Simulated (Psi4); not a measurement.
# GaH3 (SMILES [GaH3]) at HF/STO-3G

What is the vertical electron affinity of GaH3 at HF/STO-3G? 

Program for the calculation: Psi4 1.11.

## (1) The system as given

GaH3: 4 atoms, total charge 0, spin state singlet. As SMILES, `[GaH3]`. Geometry: relaxed at PBE0-D4/def2-TZVP.

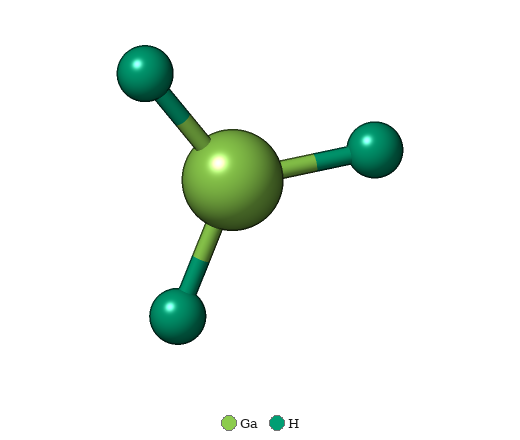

Viewed from a chosen angle; gallium green, hydrogen teal.

## (2) Energy and forces at HF/STO-3G

calc.in

```
memory 2.2 GB

molecule {
  Ga
  H 1 1.568434
  H 1 1.568404 2 119.9994
  H 1 1.568358 3 120.00294 2 179.88964
  units angstrom
  symmetry c1
  no_reorient
  no_com
}

set {
  puream        true
  e_convergence 1e-09
  d_convergence 1e-08
  scf_type      pk
}

e_tot, wfn = gradient("scf/STO-3G", return_wfn=True)
oeprop(wfn, "QUADRUPOLE", "DIPOLE", "LOWDIN_CHARGES")
print_variables()
```

Launch:

```bash
$ psi4 -i calc.in -o calc.out -n 1
```

calc.out, shortened:

```text
[...]
  Running in c1 symmetry.
[...]
  Nuclear repulsion =   31.962563877615406
[...]
  Multiplicity = 1
[...]
  Nalpha       = 17
  Nbeta        = 17
[...]
    Number of basis functions: 21
[...]
   @RHF iter   1: -1902.28439866565122   -2.99086e+00   2.71953e-02 DIIS/ADIIS
[...]
   @RHF iter  16: -1902.57316431623758   -4.54747e-13   4.52452e-09 DIIS
[...]
    Orbital Energies [Eh]
    ---------------------
    Doubly Occupied:
       1A   -374.550790     2A    -46.622491     3A    -41.843264
       4A    -41.839064     5A    -41.839063     6A     -5.731227
       7A     -3.881165     8A     -3.873428     9A     -3.873427
      10A     -0.542605    11A     -0.390968    12A     -0.390956
      13A     -0.287691    14A     -0.287689    15A     -0.262894
      16A     -0.253667    17A     -0.253662
[...]
  @RHF Final Energy: -1902.57316431623758
   => Energetics <=
    Nuclear Repulsion Energy =             31.9625638776154055
    One-Electron Energy =               -2735.6233554426612500
    Two-Electron Energy =                 801.0876272488080758
    Total Energy =                      -1902.5731643162375804
[...]
  -Total Gradient:
     Atom            X                  Y                   Z
    ------   -----------------  -----------------  -----------------
       1       -0.000402636209    -0.000001691407    -0.000004533820
       2        0.000168831485    -0.000001108998     0.062312326284
       3        0.000168865791     0.053963544414    -0.031156466264
       4        0.000064938933    -0.053960744009    -0.031151326200
[...]
 Multipole Moments:
 ------------------------------------------------------------------------------------
     Multipole            Electronic (a.u.)      Nuclear  (a.u.)        Total (a.u.)
 ------------------------------------------------------------------------------------
 L = 1.  Multiply by 2.5417464519 to convert [e a0] to [Debye]
 Dipole X            :         -0.0028261           -0.0025892           -0.0054153
 Dipole Y            :         -0.0000010            0.0000171            0.0000161
 Dipole Z            :         -0.0001412            0.0001236           -0.0000176
 Magnitude           :                                                    0.0054154
 L = 2.  Multiply by 1.3450342976 to convert [e a0^2] to [Debye ang]
 Quadrupole XX       :        -10.6113764            0.0000239          -10.6113524
 Quadrupole XY       :         -0.0165952            0.0126892           -0.0039059
[...]
```

It took 1.6 s on 1 thread of Intel Xeon Platinum 8488C (Sapphire Rapids), shared host; peak memory 0.19 GiB.

## (3) The doublet anion at the same level

calc.dat

```
memory 2.2 GB

molecule {
  -1 2
  Ga
  H 1 1.568434
  H 1 1.568404 2 119.9994
  H 1 1.568358 3 120.00294 2 179.88964
  symmetry c1
}

set globals {
  reference uhf
  puream true
  e_convergence 1e-09
  d_convergence 1e-08
  scf_type pk
  maxiter 100
}

result, w = gradient('hf/STO-3G', return_wfn=True)
oeprop(w, 'LOWDIN_CHARGES', 'DIPOLE', 'WIBERG_LOWDIN_INDICES')
```

Launch:

```bash
$ psi4 -i calc.dat -o calc.out -n 1
```

calc.out, shortened:

```text
[...]
  Running in c1 symmetry.
[...]
  Nuclear repulsion =   31.962563877615406
[...]
  Multiplicity = 2
[...]
  Nalpha       = 18
  Nbeta        = 17
[...]
    Number of basis functions: 21
[...]
   @UHF iter   1: -1902.03644190525279   -2.74290e+00   2.84134e-02 DIIS/ADIIS
[...]
   @UHF iter  16: -1902.41943906388428    6.82121e-13   5.95559e-09 DIIS
[...]
   @S^2 Observed:                7.751998799E-01
[...]
  @UHF Final Energy: -1902.41943906388428
   => Energetics <=
    Nuclear Repulsion Energy =             31.9625638776154055
    One-Electron Energy =               -2746.5351993807753388
    Two-Electron Energy =                 812.1531964392754617
    Total Energy =                      -1902.4194390638842833
  UHF NO Occupations:
  HONO-2 :   16  A 1.9987984
  HONO-1 :   17  A 1.9897488
[...]
  -Total Gradient:
     Atom            X                  Y                   Z
    ------   -----------------  -----------------  -----------------
       1        0.000012326599    -0.000000428513     0.000003174881
       2        0.000033271631    -0.000000819676     0.067228580244
       3        0.000033269557     0.058223074665    -0.033617920995
       4       -0.000078867786    -0.058221826476    -0.033613834129
[...]
 Multipole Moments:
 ------------------------------------------------------------------------------------
     Multipole            Electronic (a.u.)      Nuclear  (a.u.)        Total (a.u.)
 ------------------------------------------------------------------------------------
 L = 1.  Multiply by 2.5417464519 to convert [e a0] to [Debye]
 Dipole X            :          0.0019875           -0.0025892           -0.0006018
 Dipole Y            :         -0.0000224            0.0000171           -0.0000053
 Dipole Z            :         -0.0001548            0.0001236           -0.0000312
 Magnitude           :                                                    0.0006026
[...]
```

It took 1.6 s on 1 thread of Intel Xeon Platinum 8488C (Sapphire Rapids), shared host; peak memory 0.19 GiB.

## (4) Outcome

At HF/STO-3G:

| quantity | value |
| --- | --- |
| singlet GaH3: total energy | -1902.57316 Eh |
| singlet GaH3: dipole moment | 0.01 D |
| singlet GaH3: HOMO energy | -6.90 eV |
| singlet GaH3: LUMO energy | 4.58 eV |
| singlet GaH3: HOMO–LUMO gap | 11.48 eV |
| singlet GaH3: largest force on an atom | 3.204 eV/Å |
| doublet anion: total energy | -1902.41944 Eh |
| doublet anion: HOMO energy (highest over α and β) | 3.74 eV |
| doublet anion: LUMO energy (lowest over α and β) | 14.72 eV |
| doublet anion: ⟨S²⟩ | 0.775 |
| doublet anion: largest force on an atom | 3.457 eV/Å |
| vertical electron affinity (to the doublet anion) | -4.183 eV |

**Reading.** The anion lies 4.18 eV (96 kcal/mol) above the neutral: the electron isn't bound at this level, and such a value depends on the basis. Without diffuse functions anions come out too high. Hartree–Fock misses the correlation that binds many anions. The largest force (singlet GaH3) is 3.20 eV/Å: the shape isn't a stationary point for this species at this level. In a minimal basis such a difference can be off by several eV, whatever the method. The HOMO (doublet anion) lies at positive energy, 3.74 eV: the electron is unbound at this level or held by a compact basis; values depend on the basis.
